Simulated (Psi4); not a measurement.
# C3HF3 (3,3,3-trifluoroprop-1-yne): levels of theory compared

Wanted: a comparison of 4 runs (B3LYP/6-31G*, TPSSh/cc-pVDZ, wB97X-V/cc-pVDZ) of C3HF3 (3,3,3-trifluoroprop-1-yne). 

Program for the calculation: Psi4 1.11.

### Step 1. Starting point

The species is C3HF3 (7 atoms), meant as a singlet with charge 0. SMILES: `C#CC(F)(F)F`. The C3–F6 distance was set to 1.735 Å, away from the relaxed value.

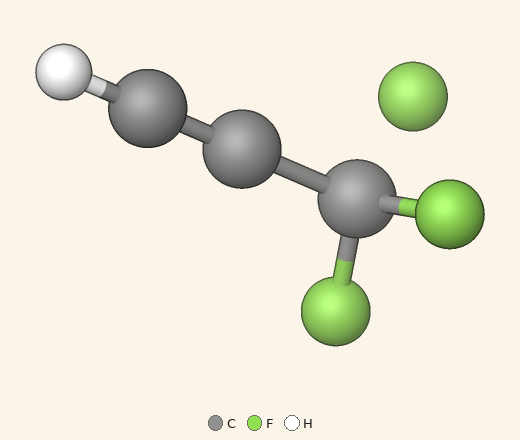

The structure, seen from a chosen angle (carbon grey, fluorine green, hydrogen white).

### Step 2. Energy and forces at B3LYP/6-31G(d) (spherical functions) (run 1)

job.json

```json
{
 "schema_name": "qcschema_input",
 "schema_version": 1,
 "molecule": {
  "schema_name": "qcschema_molecule",
  "schema_version": 2,
  "symbols": ["C", "C", "C", "F", "F", "F", "H"],
  "geometry": [2.4259756, -2.65097584, -0.56493929, 0.81921706, -1.06464524, -0.6387142, -1.14483199, 0.87430825, -0.72870296, -3.37537022, -0.11562478, -1.36850753, -0.585851, 2.66127107, -2.41953541, -1.50229447, 2.33628731, 2.1851848, 3.85810454, -4.06481223, -0.49923352],
  "molecular_charge": 0,
  "molecular_multiplicity": 1,
  "fix_symmetry": "c1"
 },
 "driver": "gradient",
 "model": {
  "method": "b3lyp",
  "basis": "6-31G*"
 },
 "keywords": {
  "puream": true,
  "e_convergence": 1e-09,
  "d_convergence": 1e-08,
  "scf_type": "pk",
  "dft_radial_points": 99,
  "dft_spherical_points": 590,
  "scf_properties": ["WIBERG_LOWDIN_INDICES", "LOWDIN_CHARGES", "MAYER_INDICES"]
 }
}
```

Run with:

```sh
psi4 --qcschema job.json -n 1 --memory 2200MB
```

stdout:

```text
[...]
  Running in c1 symmetry.
[...]
  Nuclear repulsion =  218.459156839263983
[...]
  Multiplicity = 1
[...]
  Nalpha       = 23
  Nbeta        = 23
[...]
    Number of basis functions: 86
[...]
   @RKS iter   1:  -414.09187974147835   -5.50048e-01   7.96482e-03 ADIIS/DIIS
[...]
   @RKS iter  12:  -414.30066118295798   -1.25056e-12   3.48489e-09 DIIS
[...]
    Orbital Energies [Eh]
    ---------------------
    Doubly Occupied:
       1A    -24.759375     2A    -24.759329     3A    -24.660890
       4A    -10.473004     5A    -10.238552     6A    -10.233819
       7A     -1.315986     8A     -1.250286     9A     -1.102843
      10A     -0.819544    11A     -0.735670    12A     -0.629823
      13A     -0.601322    14A     -0.561936    15A     -0.557015
      16A     -0.467701    17A     -0.463777    18A     -0.444801
      19A     -0.398559    20A     -0.361704    21A     -0.357493
      22A     -0.330511    23A     -0.328042
[...]
  @RKS Final Energy:  -414.30066118295798
   => Energetics <=
    Nuclear Repulsion Energy =            218.4591568392639829
    One-Electron Energy =               -1006.0215724923843936
    Two-Electron Energy =                 411.9791131302771419
    DFT Exchange-Correlation Energy =     -38.7173586601146980
    Empirical Dispersion Energy =           0.0000000000000000
    VV10 Nonlocal Energy =                  0.0000000000000000
    Total Energy =                       -414.3006611829579811
[...]
 Multipole Moments:
 ------------------------------------------------------------------------------------
     Multipole            Electronic (a.u.)      Nuclear  (a.u.)        Total (a.u.)
 ------------------------------------------------------------------------------------
 L = 1.  Multiply by 2.5417464519 to convert [e a0] to [Debye]
 Dipole X            :         -3.1025658            3.8454341            0.7428683
 Dipole Y            :          2.9247295           -3.8723206           -0.9475911
 Dipole Z            :         -0.5075283           -0.0243606           -0.5318889
 Magnitude           :                                                    1.3163161
[...]
  -Total Gradient:
     Atom            X                  Y                   Z
    ------   -----------------  -----------------  -----------------
       1       -0.012838760203     0.012380932350    -0.001361060000
       2        0.022641885052    -0.027881269833    -0.013570106286
       3        0.004989860347    -0.018877601907    -0.036632918173
       4       -0.005575245640    -0.009856737013    -0.017123278535
       5        0.002802592731    -0.001514992435    -0.020280240130
       6       -0.010969280826     0.044477876155     0.088399068791
       7       -0.001064113906     0.001282712648     0.000562711775
[...]
```

The result, in JSON:

```text
{
 "driver": "gradient",
 "model": {
  "method": "b3lyp",
  "basis": "6-31G*"
 },
 "success": true,
 "return_result": [-0.012838760203394528, 0.012380932349613238, -0.0013610600001739415, 0.022641885052123722, -0.027881269833365863, -0.013570106286431655, 0.004989860347430607, -0.018877601906699674, -0.03663291817343367, -0.005575245640120352, -0.009856737012944206, -0.017123278535139647, 0.002802592730933251, -0.001514992434560214, -0.02028024012971774, -0.01096928082633642, 0.04447787615468801, 0.08839906879143497, -0.0010641139057836757, 0.0012827126484841744, 0.000562711775465019],
 "properties": {
  "calcinfo_nbasis": 86,
  "calcinfo_nmo": 86,
  "calcinfo_nalpha": 23,
  "calcinfo_nbeta": 23,
  "calcinfo_natom": 7,
  "nuclear_repulsion_energy": 218.45915683926398,
  "return_energy": -414.300661182958,
  "return_gradient": [-0.012838760203394528, 0.012380932349613238, -0.0013610600001739415, 0.022641885052123722, -0.027881269833365863, -0.013570106286431655, 0.004989860347430607, -0.018877601906699674, -0.03663291817343367, -0.005575245640120352, -0.009856737012944206, -0.017123278535139647, 0.002802592730933251, -0.001514992434560214, -0.02028024012971774, -0.01096928082633642, 0.04447787615468801, 0.08839906879143497, -0.0010641139057836757, 0.0012827126484841744, 0.000562711775465019],
  "scf_one_electron_energy": -1006.0215724923844,
  "scf_two_electron_energy": 411.97911313027714,
  "scf_xc_energy": -38.7173586601147,
  "scf_dipole_moment": [0.7428682970923535, -0.9475910875691707, -0.5318888943300182],
  "scf_total_energy": -414.300661182958,
  "scf_total_gradient": [-0.012838760203394528, 0.012380932349613238, -0.0013610600001739415, 0.022641885052123722, -0.027881269833365863, -0.013570106286431655, 0.004989860347430607, -0.018877601906699674, -0.03663291817343367, -0.005575245640120352, -0.009856737012944206, -0.017123278535139647, 0.002802592730933251, -0.001514992434560214, -0.02028024012971774, -0.01096928082633642, 0.04447787615468801, 0.08839906879143497, -0.0010641139057836757, 0.0012827126484841744, 0.000562711775465019],
  "scf_iterations": 12
 }
}
```

Run time: 11 s. Hardware: 1 thread of AMD EPYC 9R45 (Zen 5), shared host; peak memory 1.1 GiB.

### Step 3. Energy and gradient at TPSSh/cc-pVDZ (run 2)

input.json

```json
{
 "schema_name": "qcschema_input",
 "schema_version": 1,
 "molecule": {
  "schema_name": "qcschema_molecule",
  "schema_version": 2,
  "symbols": ["C", "C", "C", "F", "F", "F", "H"],
  "geometry": [2.4259756, -2.65097584, -0.56493929, 0.81921706, -1.06464524, -0.6387142, -1.14483199, 0.87430825, -0.72870296, -3.37537022, -0.11562478, -1.36850753, -0.585851, 2.66127107, -2.41953541, -1.50229447, 2.33628731, 2.1851848, 3.85810454, -4.06481223, -0.49923352],
  "molecular_charge": 0,
  "molecular_multiplicity": 1,
  "fix_symmetry": "c1",
  "fix_com": true,
  "fix_orientation": true
 },
 "driver": "gradient",
 "model": {
  "method": "tpssh",
  "basis": "cc-pVDZ"
 },
 "keywords": {
  "puream": true,
  "e_convergence": 1e-09,
  "d_convergence": 1e-08,
  "scf_type": "pk",
  "dft_radial_points": 99,
  "dft_spherical_points": 590
 }
}
```

Run with:

```sh
psi4 --qcschema input.json -n 1 --memory 2200MB
```

stdout:

```text
[...]
  Running in c1 symmetry.
[...]
  Nuclear repulsion =  218.459156839263983
[...]
  Multiplicity = 1
[...]
  Nalpha       = 23
  Nbeta        = 23
[...]
    Number of basis functions: 89
[...]
   @RKS iter   1:  -414.14146674918703   -5.10279e-01   7.21181e-03 DIIS/ADIIS
[...]
   @RKS iter  12:  -414.34083668339048   -7.95808e-13   2.25563e-09 DIIS
[...]
    Orbital Energies [Eh]
    ---------------------
    Doubly Occupied:
       1A    -24.681431     2A    -24.681419     3A    -24.584516
       4A    -10.404759     5A    -10.182234     6A    -10.175548
       7A     -1.295209     8A     -1.230777     9A     -1.084538
      10A     -0.803931    11A     -0.718516    12A     -0.610164
      13A     -0.579880    14A     -0.543636    15A     -0.535740
      16A     -0.444375    17A     -0.441714    18A     -0.420984
      19A     -0.380041    20A     -0.340429    21A     -0.334261
      22A     -0.319540    23A     -0.315667
[...]
  @RKS Final Energy:  -414.34083668339048
   => Energetics <=
    Nuclear Repulsion Energy =            218.4591568392639829
    One-Electron Energy =               -1005.7501108117714921
    Two-Electron Energy =                 416.2491833248816420
    DFT Exchange-Correlation Energy =     -43.2990660357646320
    Empirical Dispersion Energy =           0.0000000000000000
    VV10 Nonlocal Energy =                  0.0000000000000000
    Total Energy =                       -414.3408366833904779
[...]
 Multipole Moments:
 ------------------------------------------------------------------------------------
     Multipole            Electronic (a.u.)      Nuclear  (a.u.)        Total (a.u.)
 ------------------------------------------------------------------------------------
 L = 1.  Multiply by 2.5417464519 to convert [e a0] to [Debye]
 Dipole X            :         33.4523805          -32.7113727            0.7410078
 Dipole Y            :        -23.7760117           22.8247132           -0.9512985
 Dipole Z            :         25.9724826          -26.5190955           -0.5466128
 Magnitude           :                                                    1.3239513
[...]
  -Total Gradient:
     Atom            X                  Y                   Z
    ------   -----------------  -----------------  -----------------
       1       -0.019839844778     0.019430367025    -0.001319095259
       2        0.031904019718    -0.037325519490    -0.013937303395
       3        0.001525352539    -0.014999611433    -0.035582275037
       4       -0.002065659589    -0.009128094722    -0.015909926134
       5        0.002769870293    -0.004312687790    -0.017732143184
       6       -0.010193815056     0.042047547856     0.084036135711
       7       -0.004120707166     0.004304100901     0.000431960382
[...]
```

The result, in JSON:

```text
{
 "driver": "gradient",
 "model": {
  "method": "tpssh",
  "basis": "cc-pVDZ"
 },
 "success": true,
 "return_result": [-0.019839844777781057, 0.01943036702452547, -0.0013190952589134802, 0.03190401971768325, -0.037325519489574965, -0.013937303394685553, 0.0015253525388599781, -0.014999611433060245, -0.035582275036773914, -0.002065659588780855, -0.009128094721553182, -0.0159099261335795, 0.0027698702928235786, -0.0043126877902462946, -0.017732143184067517, -0.010193815055906351, 0.042047547855845066, 0.08403613571082544, -0.004120707166416021, 0.004304100900906105, 0.00043196038192233957],
 "properties": {
  "calcinfo_nbasis": 89,
  "calcinfo_nmo": 89,
  "calcinfo_nalpha": 23,
  "calcinfo_nbeta": 23,
  "calcinfo_natom": 7,
  "nuclear_repulsion_energy": 218.45915683926398,
  "return_energy": -414.3408366833905,
  "return_gradient": [-0.019839844777781057, 0.01943036702452547, -0.0013190952589134802, 0.03190401971768325, -0.037325519489574965, -0.013937303394685553, 0.0015253525388599781, -0.014999611433060245, -0.035582275036773914, -0.002065659588780855, -0.009128094721553182, -0.0159099261335795, 0.0027698702928235786, -0.0043126877902462946, -0.017732143184067517, -0.010193815055906351, 0.042047547855845066, 0.08403613571082544, -0.004120707166416021, 0.004304100900906105, 0.00043196038192233957],
  "scf_one_electron_energy": -1005.7501108117715,
  "scf_two_electron_energy": 416.24918332488164,
  "scf_xc_energy": -43.29906603576463,
  "scf_dipole_moment": [0.741007809021994, -0.951298487664463, -0.546612834076118],
  "scf_total_energy": -414.3408366833905,
  "scf_total_gradient": [-0.019839844777781057, 0.01943036702452547, -0.0013190952589134802, 0.03190401971768325, -0.037325519489574965, -0.013937303394685553, 0.0015253525388599781, -0.014999611433060245, -0.035582275036773914, -0.002065659588780855, -0.009128094721553182, -0.0159099261335795, 0.0027698702928235786, -0.0043126877902462946, -0.017732143184067517, -0.010193815055906351, 0.042047547855845066, 0.08403613571082544, -0.004120707166416021, 0.004304100900906105, 0.00043196038192233957],
  "scf_iterations": 12
 }
}
```

Wall time 30 s (1 thread of AMD EPYC 9R45 (Zen 5), shared host); peak memory 1.4 GiB.

Run 3 isn't shown in full; the table further down has it.

### Step 4. Energy and forces at B3LYP/6-31G(d) (Cartesian functions) (run 4)

c3hf3.in

```
memory 2200 MB

molecule geom {
  0 1
  C      1.283771    -1.402836    -0.298953
  C      0.433511    -0.563386    -0.337993
  C     -0.605819     0.462664    -0.385613
  F     -1.786169    -0.061186    -0.724183
  F     -0.310019     1.408284    -1.280363
  F     -0.794980     1.236310     1.156350
  H      2.041621    -2.151006    -0.264183
  symmetry c1
  no_reorient
  no_com
}

set {
  basis 6-31G*
  puream false
  e_convergence 1e-09
  d_convergence 1e-08
  scf_type pk
  dft_radial_points 99
  dft_spherical_points 590
}

result, w = gradient('b3lyp', return_wfn=True)
oeprop(w, 'MAYER_INDICES', 'LOWDIN_CHARGES', 'MULLIKEN_CHARGES')
```

Run with:

```sh
psi4 -n 1 c3hf3.in c3hf3.out
```

c3hf3.out (excerpt; [...] marks lines left out):

```text
[...]
  Running in c1 symmetry.
[...]
  Nuclear repulsion =  218.459156736790419
[...]
  Multiplicity = 1
[...]
  Nalpha       = 23
  Nbeta        = 23
[...]
    Number of basis functions: 92
[...]
   @RKS iter   1:  -414.09657111732781   -5.56172e-01   7.53761e-03 ADIIS/DIIS
[...]
   @RKS iter  12:  -414.30578411283727   -5.11591e-13   3.32350e-09 DIIS
[...]
  @RKS Final Energy:  -414.30578411283727
   => Energetics <=
    Nuclear Repulsion Energy =            218.4591567367904190
    One-Electron Energy =               -1005.9792623825866258
    Two-Electron Energy =                 411.9007331581392464
    DFT Exchange-Correlation Energy =     -38.6864116251803125
    Empirical Dispersion Energy =           0.0000000000000000
    VV10 Nonlocal Energy =                  0.0000000000000000
    Total Energy =                       -414.3057841128372729
[...]
 Multipole Moments:
 ------------------------------------------------------------------------------------
     Multipole            Electronic (a.u.)      Nuclear  (a.u.)        Total (a.u.)
 ------------------------------------------------------------------------------------
 L = 1.  Multiply by 2.5417464519 to convert [e a0] to [Debye]
 Dipole X            :         33.4525467          -32.7113728            0.7411740
 Dipole Y            :        -23.7711920           22.8247131           -0.9464789
 Dipole Z            :         25.9856483          -26.5190955           -0.5334472
 Magnitude           :                                                    1.3151909
[...]
  -Total Gradient:
     Atom            X                  Y                   Z
    ------   -----------------  -----------------  -----------------
       1       -0.012506412450     0.012087160330    -0.001255237967
       2        0.022429781798    -0.027728106743    -0.013728189369
       3        0.004840264182    -0.018699953230    -0.036560716019
       4       -0.005412315710    -0.009765723512    -0.016973017326
       5        0.002780866492    -0.001607770670    -0.020060403246
       6       -0.010985199488     0.044353037028     0.088026979384
       7       -0.001159985686     0.001372285010     0.000544947101
[...]
  Mulliken Charges: (a.u.)
   Center  Symbol    Alpha    Beta     Spin     Total
       1     C     3.21943  3.21943  0.00000 -0.43886
       2     C     2.85516  2.85516  0.00000  0.28969
[...]
```

Wall time 11 s (1 thread of AMD EPYC 9R45 (Zen 5), shared host); peak memory 1.2 GiB.

### Step 5. The series

```csv
run,level,properties,task,energy (Eh),dipole moment (D),HOMO energy (eV),LUMO energy (eV),wall time
1,B3LYP/6-31G* (spherical functions),"(wiberg, lowdin, mayer)",gradient,-414.300661,3.35,-8.93,-1.85,11 s
2,TPSSh/cc-pVDZ,–,gradient,-414.340837,3.37,-8.59,-2.33,30 s
3,wB97X-V/cc-pVDZ,–,energy,-414.203095,3.44,-11.85,0.53,60 s
4,B3LYP/6-31G* (Cartesian functions),"(mayer, lowdin, mulliken)",gradient,-414.305784,3.34,-8.93,-1.85,11 s
```

### Step 6. Summary of results

| quantity | value |
| --- | --- |
| run 4: total energy | -414.30578 Eh |
| run 4: dipole moment | 3.34 D |
| run 4: HOMO energy | -8.93 eV |
| run 4: LUMO energy | -1.85 eV |
| run 4: HOMO–LUMO gap | 7.08 eV |
| run 4: largest force on an atom | 5.100 eV/Å |

What this shows: The dipole moment (its size) runs from 3.34 D (B3LYP/6-31G*) to 3.44 D (wB97X-V/cc-pVDZ). The two ends differ in method and basis. The HOMO–LUMO gap runs from 6.26 eV (TPSSh/cc-pVDZ) to 12.38 eV (wB97X-V/cc-pVDZ). Totals of different functionals can't be ranked against each other. All runs together took 1.9 min, the longest 60 s.
